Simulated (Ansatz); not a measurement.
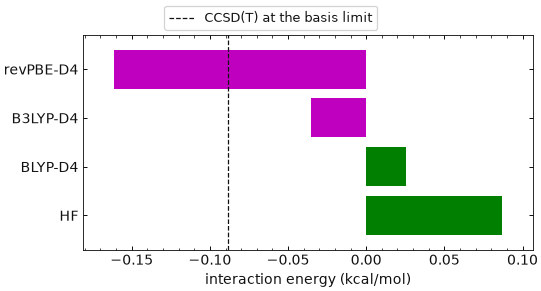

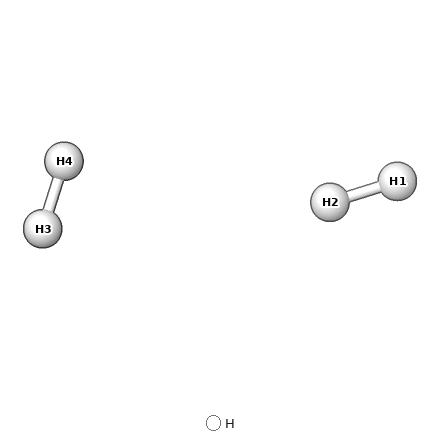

Counterpoise interaction energy of the pair H₂ and H₂ (SMILES [H][H].[H][H]) at one optimised PBE0-D4 geometry, drawn, with the closest contact H2···H4 2.87 Å (H···H pairs aside; other arrangements can bind more strongly; the cost of deforming the partners isn't counted), def2-TZVPPD, the Ansatz code 0.2.0; cores frozen in correlated methods. The line takes HF and MP2 limits from def2-TZVPPD and QZVPPD, and the coupled-cluster step in TZVPPD.

Q: What range do the values span, the line included?

A: From −0.16 kcal/mol (revPBE-D4) to 0.09 kcal/mol (HF).

Q: Give the values.

A:
```csv
level,kcal/mol,less CCSD(T) at the basis limit
revPBE-D4,−0.16,−0.07
B3LYP-D4,−0.04,0.05
BLYP-D4,0.03,0.11
HF,0.09,0.18
CCSD(T) at the basis limit,−0.09,0.00
```
